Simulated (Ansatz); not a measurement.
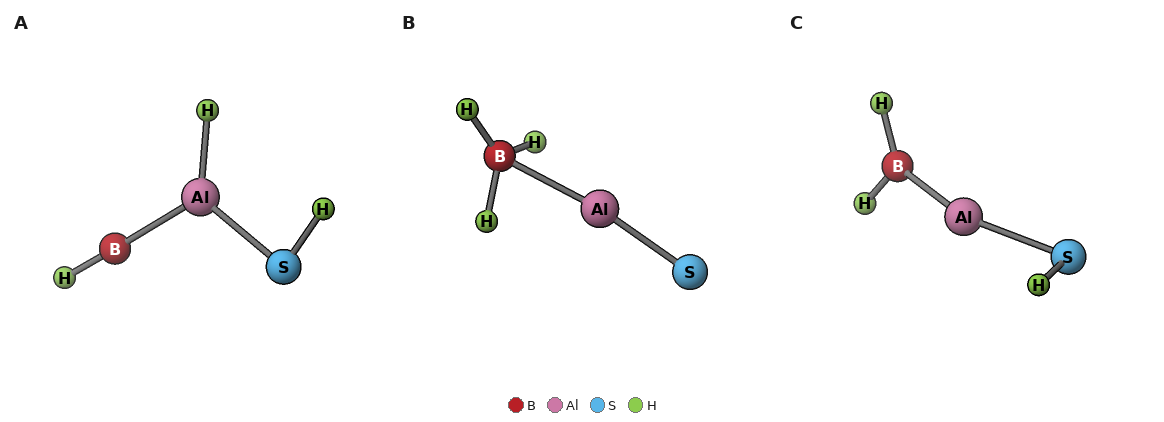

3 stationary structures of one formula. State: neutral, doublet. Geometries: PBE0-D4/def2-TZVP. Electronic energies: UHF-CCSD(T) (frozen core)/def2-TZVPP (Ansatz 0.2.0), without zero-point energy. No frequency run is at hand to confirm each as a minimum.

Rank them by energy, lowest first.

Answer. B is lowest; C lies 9.1 kJ/mol above it (Cs), A lies 76.9 kJ/mol above it (Cs).
